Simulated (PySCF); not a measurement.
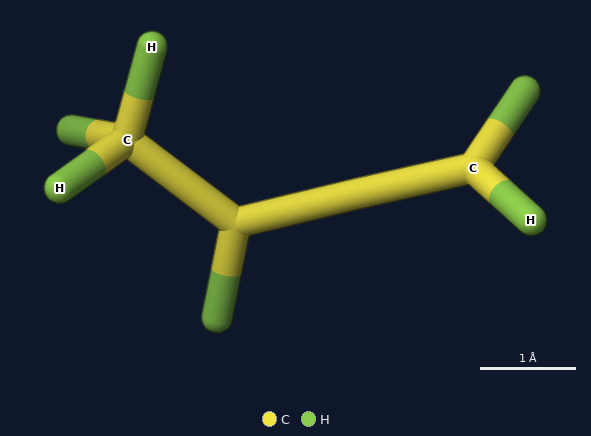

*The input geometry (stick view, seen at a tilt).*

Bond lengths as drawn: C–C 1.28 to 1.46 Å and C–H 1.09 to 1.10 Å.

**Geometry relaxation, with input and output: C$_{4}$H$_{6}$ (charge +1)**

C$_{4}$H$_{6}$, charge +1, multiplicity 2, SMILES [CH2][C+]=CC, computed with PBE0-D3(BJ)/def2-SVP geometry optimisation, gas phase (PySCF 2.14.0).

The program's output:
```
step   0  E = -155.33687053  max force = 0.018251
step   1  E = -155.33960161  max force = 0.002923
step   2  E = -155.33966245  max force = 0.000550
step   3  E = -155.33966674  max force = 0.000110
optimisation converged
```

Trajectory as extended XYZ (Å, eV, eV/Å), 4 frames, from step=0 to step=3:
```
10
Properties=species:S:1:pos:R:3:forces:R:3 step=0 energy=-4226.93155
C     1.7081   -0.9645    0.8418    0.9385  -0.4405   0.5021
C     0.6750   -0.4932    0.2495   -0.3947   0.1513  -0.1724
C    -0.4114   -0.0117   -0.3509   -0.5273   0.3185  -0.3708
C    -0.5106    1.2577   -1.0609    0.2642   0.0951  -0.2426
H     2.6398   -1.1943    0.3322    0.4669   0.0677  -0.4725
H     1.7435   -1.1825    1.9058   -0.2560  -0.1537   0.5955
H    -1.3100   -0.6271   -0.3120   -0.3971  -0.3166   0.1910
H     0.4231    1.8131   -1.0828    0.2357   0.2477   0.0020
H    -0.8717    1.0980   -2.0846   -0.0936  -0.1389  -0.2962
H    -1.3139    1.8528   -0.6067   -0.2365   0.1694   0.2638
10
Properties=species:S:1:pos:R:3:forces:R:3 step=1 energy=-4227.00586
C     1.7186   -0.9791    0.8732   -0.0005  -0.0066   0.0135
C     0.6646   -0.4905    0.2759   -0.0873   0.0675  -0.0683
C    -0.4217    0.0042   -0.3368    0.0292  -0.1503   0.0762
C    -0.4923    1.2587   -1.1021   -0.0913   0.1060   0.0313
H     2.6648   -1.1174    0.3223   -0.0255  -0.0271   0.0696
H     1.6786   -1.2612    1.9394    0.0658   0.0023  -0.0479
H    -1.3422   -0.6011   -0.2352    0.0497   0.0184  -0.0305
H     0.4526    1.8104   -1.1456    0.0251  -0.0047  -0.0035
H    -0.8647    1.0473   -2.1212   -0.0054  -0.0127   0.0050
H    -1.2835    1.8805   -0.6344    0.0401   0.0073  -0.0455
10
Properties=species:S:1:pos:R:3:forces:R:3 step=2 energy=-4227.00752
C     1.7157   -0.9819    0.8714    0.0172  -0.0076   0.0050
C     0.6633   -0.4901    0.2733   -0.0283   0.0112  -0.0113
C    -0.4231    0.0027   -0.3389    0.0185  -0.0063   0.0199
C    -0.4946    1.2644   -1.0973   -0.0084   0.0027  -0.0134
H     2.6641   -1.1261    0.3278   -0.0087   0.0030   0.0095
H     1.6854   -1.2667    1.9361    0.0010  -0.0022  -0.0117
H    -1.3400   -0.6070   -0.2492    0.0034  -0.0017  -0.0023
H     0.4551    1.8084   -1.1462    0.0002  -0.0090  -0.0070
H    -0.8752    1.0536   -2.1138    0.0069   0.0082   0.0072
H    -1.2761    1.8942   -0.6278   -0.0018   0.0018   0.0042
10
Properties=species:S:1:pos:R:3:forces:R:3 step=3 energy=-4227.00764
C     1.7136   -0.9852    0.8708   -0.0038  -0.0009  -0.0021
C     0.6617   -0.4907    0.2731    0.0043   0.0002   0.0043
C    -0.4231    0.0039   -0.3391   -0.0011   0.0053  -0.0056
C    -0.4934    1.2668   -1.0967    0.0041  -0.0038   0.0023
H     2.6626   -1.1274    0.3288    0.0022   0.0014  -0.0028
H     1.6822   -1.2750    1.9337   -0.0028  -0.0014   0.0018
H    -1.3400   -0.6060   -0.2521   -0.0017  -0.0019   0.0005
H     0.4592    1.8053   -1.1506   -0.0007  -0.0010  -0.0015
H    -0.8798    1.0596   -2.1112   -0.0012   0.0004  -0.0005
H    -1.2686    1.9001   -0.6214    0.0005   0.0018   0.0036
```

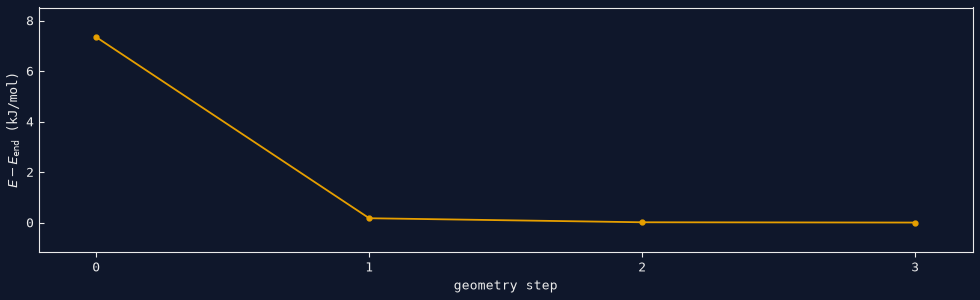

*Progress of the relaxation, step by step (steps are counted from 0).*

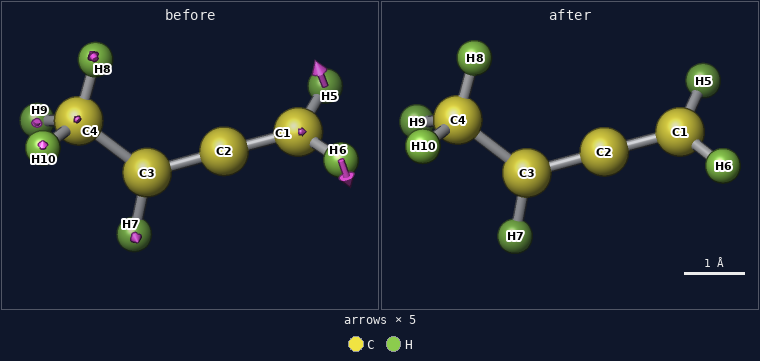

*Before (left) and after (right) the relaxation, at one scale (ball-and-stick view, seen on its broad side). The pink arrows give the displacements, magnified 5 times.*

H6 moves most after the best rigid fit: 0.11 Å. By element the largest moves are H 0.11 Å, C 0.03 Å. Among the contacts that change: C1–C2 1.281 → 1.307 Å, C3–C4 1.458 → 1.474 Å, C1–H5 1.087 → 1.102 Å, C4–H10 1.098 → 1.108 Å. Among the angles that change: H5–C1–H6 112.9° → 117.7°, C2–C1–H5 123.5° → 121.1°. After 3 geometry steps the energy has fallen by 7.34 kJ/mol. Largest force component: 0.94 eV/Å at the start, 0.0056 eV/Å at the end. (Atoms are counted from 1 in the order of the input.)

The run was set up as follows.

Input:
```
{"job": {"xc": "PBE0", "basis": "def2-SVP", "d3": "d3bj", "grid": 1, "kind": "geom"}, "charge": 1, "multiplicity": 2}
C      1.708084    -0.964487     0.841816
C      0.674989    -0.493201     0.249472
C     -0.411394    -0.011715    -0.350927
C     -0.510610     1.257719    -1.060886
H      2.639820    -1.194257     0.332238
H      1.743469    -1.182449     1.905788
H     -1.309965    -0.627082    -0.311957
H      0.423095     1.813124    -1.082804
H     -0.871685     1.097957    -2.084643
H     -1.313891     1.852780    -0.606686
```

The first line tells a small driver script what to run in PySCF; the rest is the geometry in Å.

Run as:
```bash
OMP_NUM_THREADS=1 python <driver script> task.json out
```

Results in brief:

| quantity | value |
| --- | --- |
| outcome | converged |
| total energy | −155.339667 hartree |
| ⟨S²⟩ | 0.760 |
| point group | C1 |
| hardware | 1 CPU thread, shared host |
| wall time | 20 s |
| peak memory | 0.47 GiB |
